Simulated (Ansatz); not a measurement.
## Electronic structure of H$_{6}$InSi$_{2}$ (charge +1) in real space

```yaml
atoms:
  - { symbol: In, position_ang: [0.6429, 1.5541, 0.8441] }
  - { symbol: Si, position_ang: [-2.6812, -0.4592, -0.2751] }
  - { symbol: Si, position_ang: [-1.7078, 0.6739, 1.5634] }
  - { symbol: H, position_ang: [-2.7775, 0.5308, -1.3792] }
  - { symbol: H, position_ang: [-1.7598, -1.5722, -0.6219] }
  - { symbol: H, position_ang: [-4.0103, -0.9379, 0.1815] }
  - { symbol: H, position_ang: [-1.3298, -0.1529, 2.7429] }
  - { symbol: H, position_ang: [-2.3488, 1.9498, 1.9864] }
  - { symbol: H, position_ang: [2.1890, 2.1293, 0.3602] }
```

Geometry: B3LYP-D3(BJ)/def2-SVP; core potentials replace the inner electrons of In.

All numbers below come from Ansatz, isolated molecule in a Gaussian basis; Kohn-Sham density functional theory, functional PBE0.

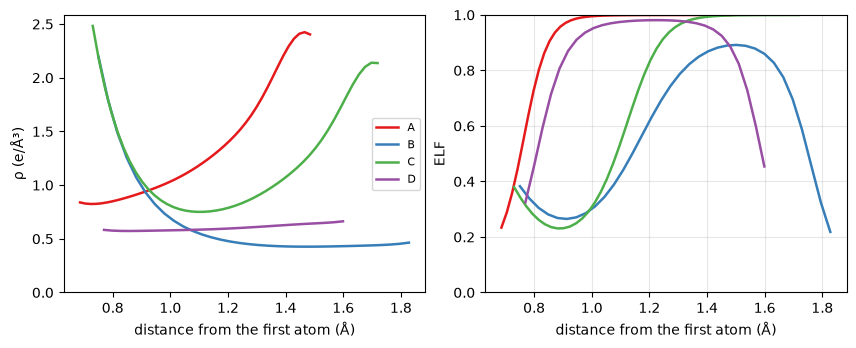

Figure 1. Electron density and ELF along straight lines between neighbouring atoms. The curves leave out the atomic cores.

> Which curve belongs to which contact (In–H, In–Si, Si–H and Si–Si)? The first atom named is at distance zero.

Curve A: Si–H (1.48 Å): the density is about 0.83 e/Å³ at the midpoint; the ELF climbs to about 1 towards the hydrogen, as it does in any bond to H. Curve B: In–Si (2.61 Å): the density is about 0.44 e/Å³ at the midpoint; the ELF peaks at about 0.90 between the atoms, as expected for localised, covalent bonding. Curve C: In–H (1.72 Å): ρ is about 1.2 e/Å³ halfway; the ELF climbs to about 1 towards the hydrogen. Curve D: Si–Si (2.37 Å): ρ is about 0.59 e/Å³ halfway; the ELF peaks at about 1 between the atoms: a shared electron pair.

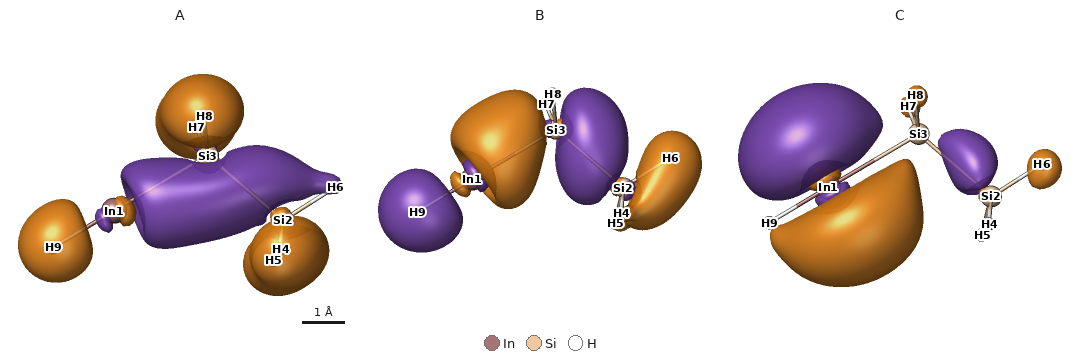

Figure 2. Three frontier orbitals at ±0.08 Å⁻³ᐟ² (orange and purple are the two phases), in no order.

> Which picture is the HOMO−1, the HOMO and the LUMO?

A is the HOMO−1 (−13.15 eV). Its weight (Hirshfeld) is mainly on Si3 (about 35 %), Si2 (about 20 %), In1 (about 10 %), H8 (about 10 %), H7 (about 10 %) and H9 (about 5 %). B is the HOMO (−12.57 eV). By Hirshfeld shares it lies mainly on Si3 (about 30 %), In1 (about 25 %), Si2 (about 20 %) and H9 (about 15 %). C is the LUMO (−7.02 eV). By Hirshfeld shares it lies mainly on In1 (about 80 %) and Si3 (about 10 %).

> What is the HOMO–LUMO gap?

5.55 eV between the orbital energies.
